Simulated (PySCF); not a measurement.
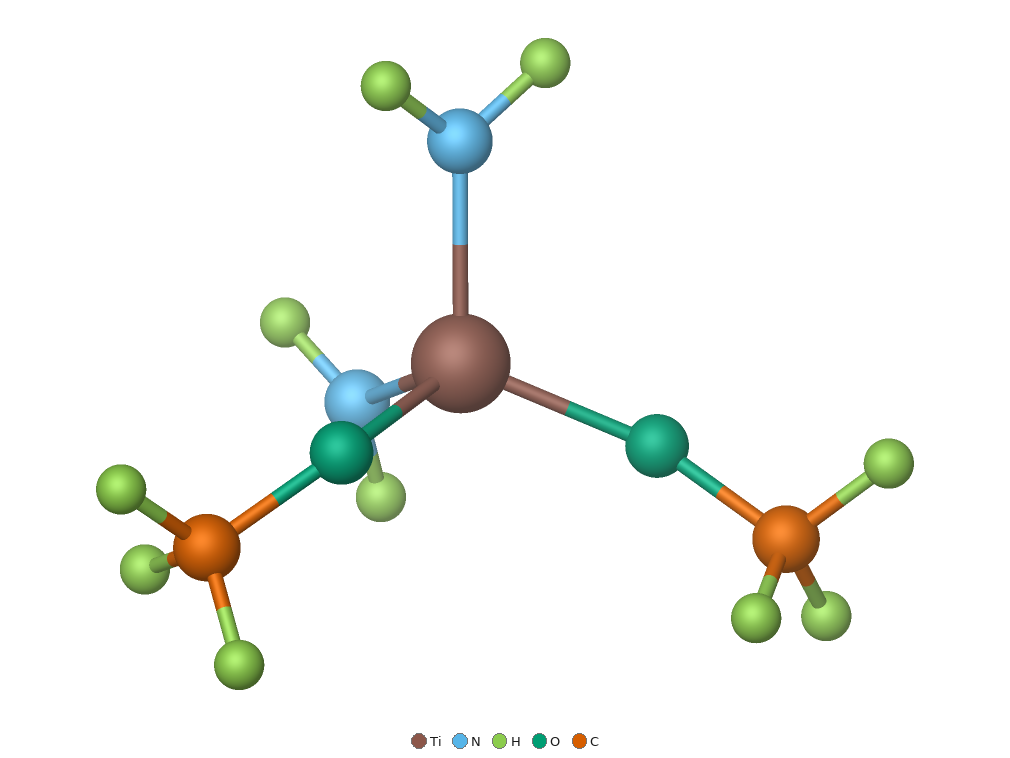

A molecule with one transition-metal atom. Charge 0, singlet. Computed geometry: PBE0-D3(BJ)/def2-SVP optimisation. No frequency run is at hand to confirm it as a minimum.

What is the coordination number of the metal, and which atoms bind to it?

Answer. Ti binds 4 atoms: 2 N at 1.88 Å, 2 O at 1.78 Å. The arrangement is tetrahedral.

What are the formal oxidation state of the metal and its number of d electrons?

Answer. Ti(IV), d⁰, counting the ligands as closed-shell ions or neutral donors.
